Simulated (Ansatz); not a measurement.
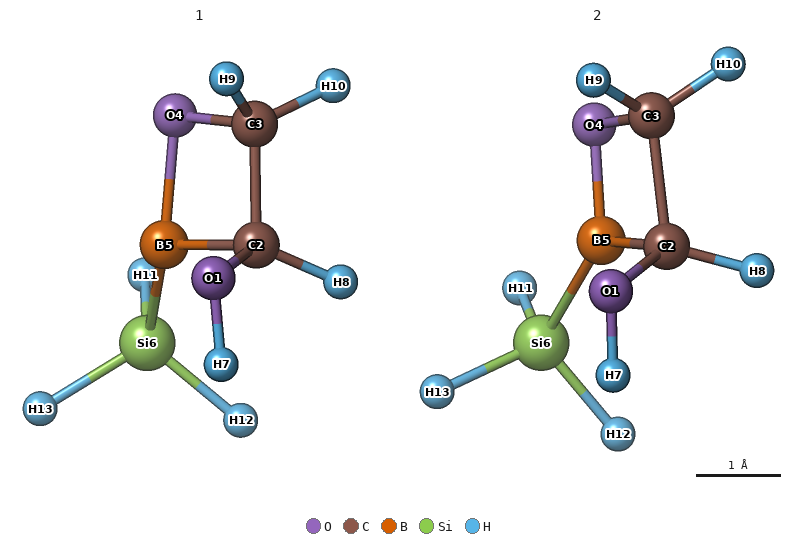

Two geometries of C2H7BO2Si, drawn at one scale. One is the start of a relaxation, the other its converged end. Style: ball-and-stick. Shown from a free direction.

All numbers below come from RKS r2SCAN-D4/STO-3G in Ansatz 0.2.0. (no spin polarisation; force threshold 0.02 eV/Å; at most 40 steps)

Which one is relaxed?

Structure 2 is the relaxed one. The run prepares the start of a later molecular dynamics calculation, from a guessed geometry. The atom that moves furthest after the best rigid fit is B5 (0.52 Å). Largest moves by element: B 0.52 Å, H 0.48 Å, O 0.43 Å, C 0.16 Å, Si 0.05 Å. Near-neighbour distances that change, for instance: O4–B5 1.552 → 1.387 Å, C3–O4 1.373 → 1.511 Å, C2–C3 1.447 → 1.576 Å, O1–C2 1.392 → 1.472 Å. Among the angles between lasting bonds that change: C2–B5–O4 84.6° → 94.6°, C2–B5–Si6 129.9° → 138.9°, O1–C2–B5 112.4° → 120.6°. Over 8 accepted moves (9 points after the start) the energy falls by 189.1 kJ/mol. Largest force component: 6 eV/Å at the start, 0.013 eV/Å at the end. The line search rejected the trial step at point 3 of the run.

Limits of the set-up: STO-3G is a minimal basis, so the numbers are rough.
